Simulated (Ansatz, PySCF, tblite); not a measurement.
Breaking a bond: SMILES CC. The C1–H8 bond (C1 also carries C, H, H; H8 carries nothing else) is varied alone, starting from the PBE0/def2-TZVP optimised geometry.

```
8

C      0.0000     0.0000     0.0000
C     -1.1952    -0.7556    -0.5544
H      0.9415    -0.4470    -0.3280
H      0.0000     1.0422    -0.3280
H     -1.1953    -0.7555    -1.6470
H     -1.1951    -1.7979    -0.2266
H     -2.1367    -0.3087    -0.2263
H      0.0000     0.0000     1.0926
```

UKS-M06-2X/6-31G* = unrestricted M06-2X/6-31G*, spherical d (PySCF 2.14.0); GFN2-xTB, 300 K electronic temperature (tblite); UKS-PBE = unrestricted PBE/cc-pVTZ run with Ansatz (a program for electronic structure); RHF/cc-pVTZ (Ansatz).

Energies are in kJ/mol, each relative to the lowest point of its own curve near equilibrium.

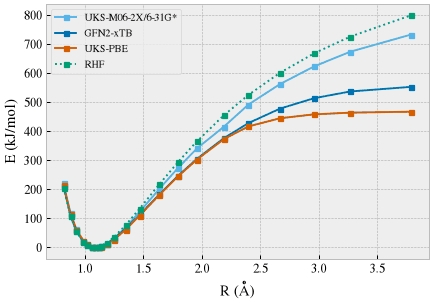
Figure: Energy against bond length for each method.

```json
[
 {"R / Å": "0.82", "UKS-M06-2X/6-31G*": "220.0", "GFN2-xTB": "211.1", "UKS-PBE": "213.5", "RHF": "205.1"},
 {"R / Å": "0.88", "UKS-M06-2X/6-31G*": "116.9", "GFN2-xTB": "108.5", "UKS-PBE": "114.5", "RHF": "106.8"},
 {"R / Å": "0.93", "UKS-M06-2X/6-31G*": "61.4", "GFN2-xTB": "55.2", "UKS-PBE": "61.0", "RHF": "54.6"},
 {"R / Å": "0.99", "UKS-M06-2X/6-31G*": "21.7", "GFN2-xTB": "18.4", "UKS-PBE": "22.3", "RHF": "17.9"},
 {"R / Å": "1.02", "UKS-M06-2X/6-31G*": "10.3", "GFN2-xTB": "8.3", "UKS-PBE": "11.0", "RHF": "7.8"},
 {"R / Å": "1.06", "UKS-M06-2X/6-31G*": "2.0", "GFN2-xTB": "1.3", "UKS-PBE": "2.4", "RHF": "1.0"},
 {"R / Å": "1.09", "UKS-M06-2X/6-31G*": "0.0", "GFN2-xTB": "0.0", "UKS-PBE": "0.0", "RHF": "0.0"},
 {"R / Å": "1.12", "UKS-M06-2X/6-31G*": "1.0", "GFN2-xTB": "1.4", "UKS-PBE": "0.5", "RHF": "2.0"},
 {"R / Å": "1.14", "UKS-M06-2X/6-31G*": "3.1", "GFN2-xTB": "3.7", "UKS-PBE": "2.2", "RHF": "4.7"},
 {"R / Å": "1.19", "UKS-M06-2X/6-31G*": "12.6", "GFN2-xTB": "12.9", "UKS-PBE": "10.3", "RHF": "15.6"},
 {"R / Å": "1.25", "UKS-M06-2X/6-31G*": "29.9", "GFN2-xTB": "29.2", "UKS-PBE": "25.7", "RHF": "34.6"},
 {"R / Å": "1.35", "UKS-M06-2X/6-31G*": "68.1", "GFN2-xTB": "64.1", "UKS-PBE": "60.3", "RHF": "75.7"},
 {"R / Å": "1.47", "UKS-M06-2X/6-31G*": "121.9", "GFN2-xTB": "111.7", "UKS-PBE": "109.0", "RHF": "132.9"},
 {"R / Å": "1.64", "UKS-M06-2X/6-31G*": "201.6", "GFN2-xTB": "182.6", "UKS-PBE": "180.8", "RHF": "217.5"},
 {"R / Å": "1.80", "UKS-M06-2X/6-31G*": "273.8", "GFN2-xTB": "246.5", "UKS-PBE": "244.6", "RHF": "294.1"},
 {"R / Å": "1.96", "UKS-M06-2X/6-31G*": "340.5", "GFN2-xTB": "304.6", "UKS-PBE": "302.1", "RHF": "364.7"},
 {"R / Å": "2.19", "UKS-M06-2X/6-31G*": "415.0", "GFN2-xTB": "375.7", "UKS-PBE": "372.5", "RHF": "454.5"},
 {"R / Å": "2.40", "UKS-M06-2X/6-31G*": "491.4", "GFN2-xTB": "427.6", "UKS-PBE": "416.0", "RHF": "524.7"},
 {"R / Å": "2.67", "UKS-M06-2X/6-31G*": "561.9", "GFN2-xTB": "477.4", "UKS-PBE": "444.2", "RHF": "600.7"},
 {"R / Å": "2.96", "UKS-M06-2X/6-31G*": "622.5", "GFN2-xTB": "513.2", "UKS-PBE": "457.6", "RHF": "667.5"},
 {"R / Å": "3.27", "UKS-M06-2X/6-31G*": "673.3", "GFN2-xTB": "536.4", "UKS-PBE": "463.5", "RHF": "725.3"},
 {"R / Å": "3.79", "UKS-M06-2X/6-31G*": "732.4", "GFN2-xTB": "552.3", "UKS-PBE": "466.8", "RHF": "798.9"}
]
```

At the longest distance, 3.79 Å, RHF lies highest above its minimum (798.9 kJ/mol) and UKS-PBE lowest (466.8 kJ/mol).

The unrestricted solution behind UKS-M06-2X/6-31G* changes between 2.19 and 2.40 Å, which can leave a kink. The unrestricted determinant behind UKS-M06-2X/6-31G* is spin-contaminated at 2.19 Å (<S²> up to 0.5, against 0.00 for a pure singlet). The unrestricted determinant behind UKS-PBE is spin-contaminated at 2.40 to 3.79 Å (<S²> up to 1.0, against 0.00 for a pure singlet). The restricted form behind RHF keeps the bonding electrons paired and can't separate into open-shell fragments.
